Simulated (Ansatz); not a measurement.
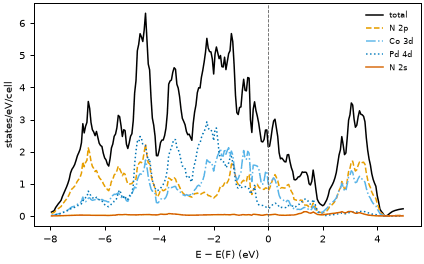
Figure: Total and projected density of states of CoPdN₂ in space group R-3m (No. 166; Co on 3b, Pd on 3a, N on 6c), r²SCAN in the plane-wave PAW code Ansatz

Which orbitals carry the states next to the Fermi level?

Within 0.5 eV of the Fermi level: Co 3d 43 %, N 2p 37 %, Pd 4d 14 %. Projections are on Löwdin-orthogonalised atomic valence shells; empty p or d shells of many metals are not among them.

Where is the tallest occupied peak in this window, and what makes it?

Near -4.5 eV, about 6.3 states/eV per cell; the largest projected share is N 2p.

The start of the workflow was typed in or built on a structure type; neither database checked (COD, Materials Project) lists it. Its standing as an ambient phase is unchecked. The r²SCAN relaxation kept the symmetry of its start; its stability against distortions is not shown here. The final state is ferromagnetic, the only order run, not a proven ground state. Its formation energy is positive at this level, so the cell may be metastable or incomplete. Other orbital occupations within this spin state were not tried. No Hubbard U is applied. Spin–orbit coupling is left out wherever it is not named.

Potentials: the later of the program's two PAW sets.
